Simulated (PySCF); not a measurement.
```xyz
14

O     1.3991   -1.5552   -0.5745
C     2.3586   -1.0161   -0.0701
O     2.4200    0.1156    0.5690
C     1.3182    0.9323    0.7904
C     0.0656    0.7004    0.3992
S    -1.2722    1.7844    0.7255
C    -2.4147    0.6453   -0.1479
Ge   -0.9434   -0.6769   -0.5770
H     3.3639   -1.4693   -0.1046
H     1.6219    1.8116    1.3435
H    -2.8803    1.1727   -0.9769
H    -3.1977    0.3307    0.5378
H    -0.6951   -0.7853   -2.0501
H    -1.1445   -1.9907    0.1137
```

Geometry: GFN2-xTB.

Computed with CAM-B3LYP/def2-SVPD, SCF density, gas phase in PySCF 2.14.0.

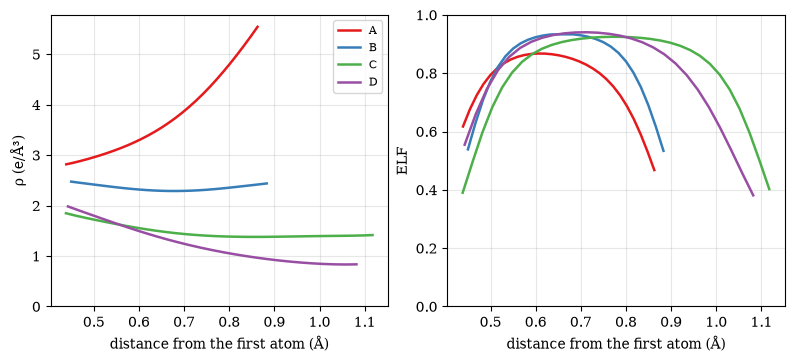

C$_{4}$H$_{6}$GeO$_{2}$S. Electron density and electron localisation function along straight lines between neighbouring atoms. The curves leave out the atomic cores.

Which curve belongs to which contact (C–C, C–Ge, C–O and C–S)? The first atom named is at distance zero.

Curve A: C–O (1.21 Å): ρ is about 3.3 e/Å³ halfway; the ELF peaks at about 0.85 between the atoms (a multiple bond). Curve B: C–C (1.33 Å): the density is about 2.3 e/Å³ at the midpoint; the ELF peaks at about 0.95 between the atoms (a multiple bond). Curve C: C–S (1.75 Å): the density is about 1.4 e/Å³ at the midpoint; the ELF peaks at about 0.90 between the atoms; a shared electron pair. Curve D: C–Ge (1.97 Å): the density is about 0.86 e/Å³ at the midpoint; the ELF peaks at about 0.95 in the valence shell of C, 0.7 Å from its nucleus, and is about 0.70 at the midpoint.
